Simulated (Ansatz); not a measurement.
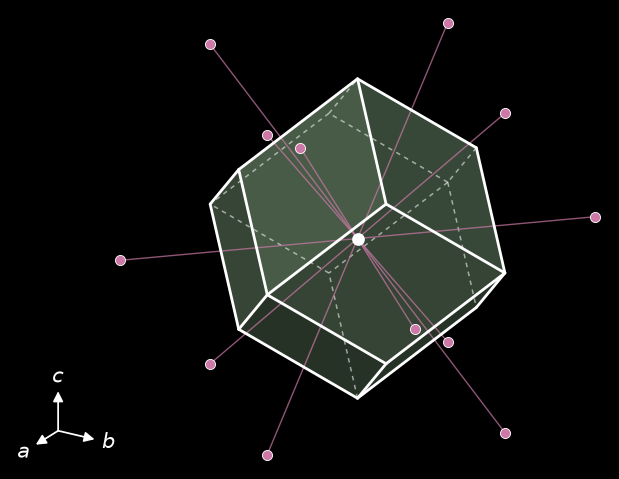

The Wigner–Seitz cell of the crystal's lattice, with lines to the lattice points that define its faces. Crystal: Pt, the geometry relaxed with Ansatz, DFT PBEsol, scalar-relativistic, plane waves, PAW. The drawing is computed from the coordinates (standard cell, symmetry found to 0.002 Å).

a = 3.918 Å, b = 3.918 Å, c = 3.918 Å, α = 90.00°, β = 90.00°, γ = 90.00°; lattice centring F.

Which of Fedorov's five parallelohedra is it?

Answer. A rhombic dodecahedron: 12 faces (12 with 4 edges), 24 edges, 14 vertices. Its volume is that of the primitive cell, 15.0 Å³.

Which lattice vectors do the faces bisect?

Answer.
```
      example  length (Å)  faces  edges of each  area (Å²)
1/2 a + 1/2 b        2.77     12              4        2.7
```
